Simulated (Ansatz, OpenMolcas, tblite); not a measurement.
**CH3BO (SMILES [BH3-]C#[O+]): methods side by side**

CH3BO has 6 atoms, charge 0, and is taken as a singlet. SMILES: `[BH3-]C#[O+]`. The shape is that of a PBE0-D4/def2-TZVP optimisation.

Each level gives the HOMO–LUMO gap (eV). The values are calculated.

| level | kind | program | value (eV) | CPU time |
| --- | --- | --- | --- | --- |
| GFN2-xTB | semi-empirical | tblite | 3.86 | under 2 s |
| HF/def2-TZVP | Hartree–Fock | OpenMolcas | 15.61 | 14 s |
| SVWN5/def2-TZVP | LDA | Ansatz | 5.78 | 3.6 s |
| PBE/def2-TZVP | GGA | OpenMolcas | 5.87 | 39 s |
| M06-L/def2-TZVP | meta-GGA | OpenMolcas | 6.41 | 50 s |
| M06-2X/def2-TZVP | hybrid meta-GGA | OpenMolcas | 10.53 | 43 s |
| wB97X/def2-TZVP | range-separated hybrid | Ansatz | 12.92 | 18 s |
| B2PLYP/def2-TZVP | double hybrid | OpenMolcas | 10.93 | 26 s |

The values span 3.86 to 15.61 eV. Orbital gaps aren't excitation energies, and those of double hybrids come from the SCF part alone; they tend to grow with the share of exact exchange. Times are those of the runs behind each value, whatever else they computed, on shared processors of several kinds: orders of magnitude only.

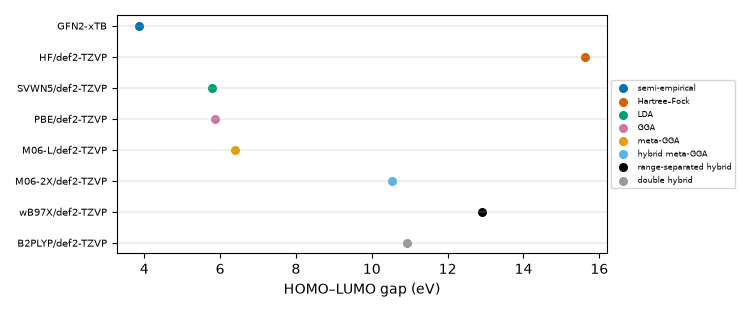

The values of the table, level by level.
